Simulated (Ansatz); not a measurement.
C₄H₁₃BSi: several calculations on one system

### Relaxation

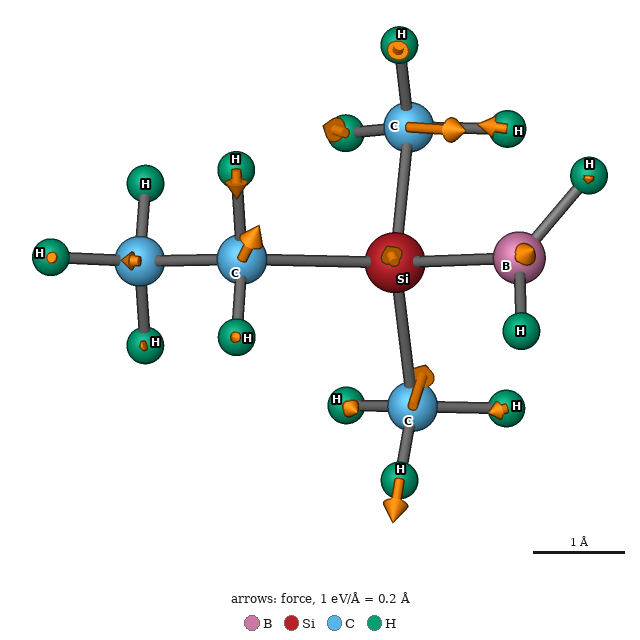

Starting geometry of C4H13BSi with the computed forces as orange arrows. The picture is a ball-and-stick view, seen at a tilt.

The run prepares an end point of a later path (torsion) calculation, from a guessed geometry.

Method: RKS PBE/STO-3G (Ansatz 0.2.0). Settings: no spin polarisation; force threshold 0.015 eV/Å; at most 40 steps.

> What follows when this structure is relaxed?

It isn't relaxed: the largest force vector, on a C atom, is 4.62 eV/Å. The final displacements have little in common with the starting forces (cosine between the two patterns 0.18). The energy falls by 0.608 eV in 20 accepted moves (25 points after the start). Largest force component: 4.4 eV/Å at the start, 0.0052 eV/Å at the end. The line search rejected the trial steps at points 2, 4, 10, 17, 23 of the run. The forces were under the threshold at step 6, but the run went on from there. The atom that moves furthest after the best rigid fit is an H atom (0.60 Å). By element the largest moves are H 0.60 Å, B 0.15 Å, C 0.07 Å, Si 0.06 Å. Among the contacts that change: B–Si 1.890 → 1.965 Å, C–H 1.041 → 1.103 Å, C–H 1.158 → 1.107 Å, C–C 1.513 → 1.556 Å. Among the angles between lasting bonds that change: H–C–H 115.9° → 107.7°, Si–C–H 104.0° → 111.2°, Si–C–H 104.8° → 111.3°. Groups turn about B–Si by about 30°. The run took 77 s on 1 thread of Intel(R) Xeon(R) 6975P-C (Granite Rapids) (shared host), peak memory 0.16 GiB.

Limits of the set-up: STO-3G is a minimal basis, so the numbers are rough.

### Relaxation

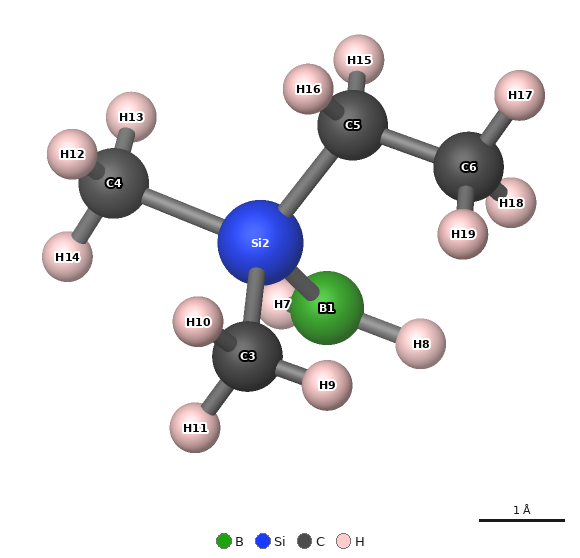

C4H13BSi, before the relaxation. Style: ball-and-stick. Shown at a tilt.

The run prepares an end point of a later path (torsion) calculation, from a guessed geometry.

All numbers below come from RKS PBE/STO-3G (Ansatz 0.2.0).

Input file:
```yaml
crystal:
  periodic: [false, false, false]
  atoms:
    - { symbol: B, position_ang: [-2.1707, 0.1163, 1.0359] }
    - { symbol: Si, position_ang: [-0.4144, -0.1272, 0.3825] }
    - { symbol: C, position_ang: [-0.2195, -1.9347, -0.0264] }
    - { symbol: C, position_ang: [0.8692, 0.3856, 1.7166] }
    - { symbol: C, position_ang: [-0.1434, 0.9098, -1.1738] }
    - { symbol: C, position_ang: [-1.08998, 0.52215, -2.28871] }
    - { symbol: H, position_ang: [-2.3733, 0.5967, 2.1115] }
    - { symbol: H, position_ang: [-3.099, -0.0809, 0.3219] }
    - { symbol: H, position_ang: [-0.8679, -2.2051, -0.7947] }
    - { symbol: H, position_ang: [0.8643, -2.1222, -0.2973] }
    - { symbol: H, position_ang: [-0.4277, -2.5416, 0.9087] }
    - { symbol: H, position_ang: [1.8499, 0.1646, 1.4054] }
    - { symbol: H, position_ang: [0.6435, 1.487, 1.9086] }
    - { symbol: H, position_ang: [0.5526, -0.1861, 2.6626] }
    - { symbol: H, position_ang: [-0.26989, 1.96763, -0.8997] }
    - { symbol: H, position_ang: [0.94114, 0.71532, -1.53072] }
    - { symbol: H, position_ang: [-0.88361, 1.14291, -3.19548] }
    - { symbol: H, position_ang: [-2.12612, 0.69, -1.95089] }
    - { symbol: H, position_ang: [-0.98254, -0.55168, -2.55751] }
basis:
  gaussian: { orbitals: STO-3G }
hamiltonian:
  xc: pbe
relax:
  f_tol: 0.015
  max_steps: 40
output:
  orbitals: {}
```

Command:
```bash
ansatz run input.yaml --threads 1 --pin off --max-ram 2048MiB --backend cpu --events-out ev --progress --plain --runs-dir out
```

Where does the relaxation end?

Answer. H7 moves most after the best rigid fit: 0.57 Å. By element the largest moves are H 0.57 Å, B 0.13 Å, C 0.08 Å, Si 0.07 Å. Near-neighbour distances that change, for instance: B1–Si2 1.890 → 1.966 Å, C3–H9 1.041 → 1.103 Å, C4–H12 1.052 → 1.103 Å, C5–H16 1.158 → 1.107 Å. Among the angles between lasting bonds that change: H12–C4–H13 115.9° → 107.5°, Si2–C4–H13 104.0° → 111.5°, Si2–C4–H14 104.8° → 111.2°. Groups turn about B1–Si2 by about 25°. Over 18 accepted moves (22 points after the start) the energy falls by 0.615 eV. The largest force component goes from 4.4 to 0.0056 eV/Å. The line search rejected the trial steps at points 2, 9, 15, 18 of the run. The forces were under the threshold at step 6, but the run went on from there.

Final geometry:

```xyz
19

B    -2.2881    0.1334    1.0812
Si   -0.4496   -0.0882    0.4211
C    -0.2099   -1.9348    0.0556
C     0.8388    0.4232    1.7061
C    -0.1191    0.8919   -1.1753
C    -1.0610    0.5248   -2.3582
H    -2.5453    0.0715    2.2330
H    -3.2001    0.2998    0.3480
H    -0.9261   -2.2951   -0.7016
H     0.8078   -2.1225   -0.3272
H    -0.3444   -2.5445    0.9647
H     1.8622    0.2253    1.3447
H     0.7716    1.4988    1.9402
H     0.7034   -0.1317    2.6495
H    -0.2138    1.9751   -0.9666
H     0.9302    0.7272   -1.4888
H    -0.8285    1.1333   -3.2535
H    -2.1215    0.7013   -2.0959
H    -0.9541   -0.5404   -2.6385
```

After the run, drawn alike:

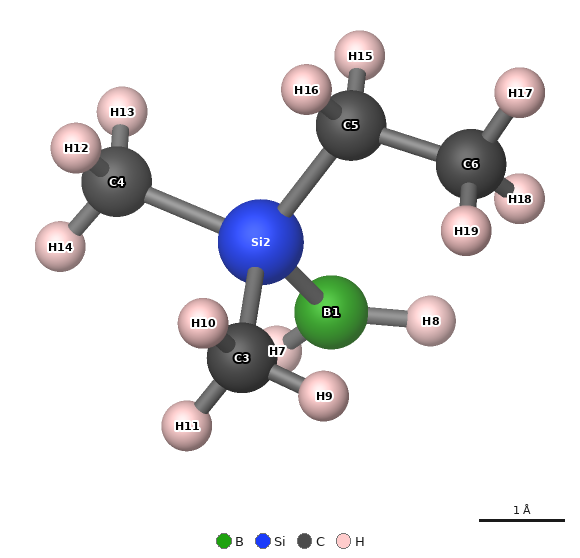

Limits of the set-up: STO-3G is a minimal basis, so the numbers are rough.

### Path

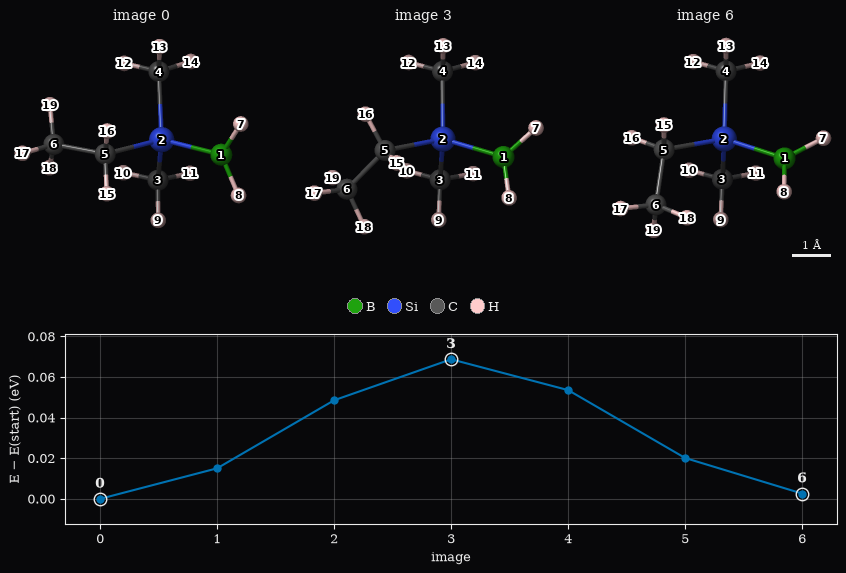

A search for the minimum-energy path of C4H13BSi by the nudged elastic band. Images are numbered from 0 (start) to 6 (end). The picture is a ball-and-stick view, seen at a tilt.

Theory: Ansatz 0.2.0, RKS PBE/STO-3G. Set-up: 5 movable images; climbing image; force threshold 0.05 eV/Å; iteration limit 60; starting path through a guess of the saddle point.

Describe the mechanism and the energy profile.

The energy climbs by 0.069 eV to image 3 and then falls by 0.066 eV, so the end point sits at 0.003 eV. The motion is a rotation about the Si2–C5 bond by about 120°, with a turn of about 55° about B1–Si2. No bond forms or breaks between the ends. Among the angles between lasting bonds that change up to the highest image: B1–Si2–C3 112.1° → 108.5°, B1–Si2–C5 106.1° → 109.3°. The band converged in 6 iterations. The largest component of the band force went from 5.8 to 0.013 eV/Å. The climbing image converged on the top of the path. Its vibrational analysis gives 2 imaginary modes over 30i cm⁻¹, so it isn't confirmed as a transition state.

Limits of the set-up: STO-3G is a minimal basis, so the numbers are rough.

The run took 86 s on 1 thread of Intel(R) Xeon(R) 6975P-C (Granite Rapids), with other jobs on the host, peak memory 0.23 GiB.
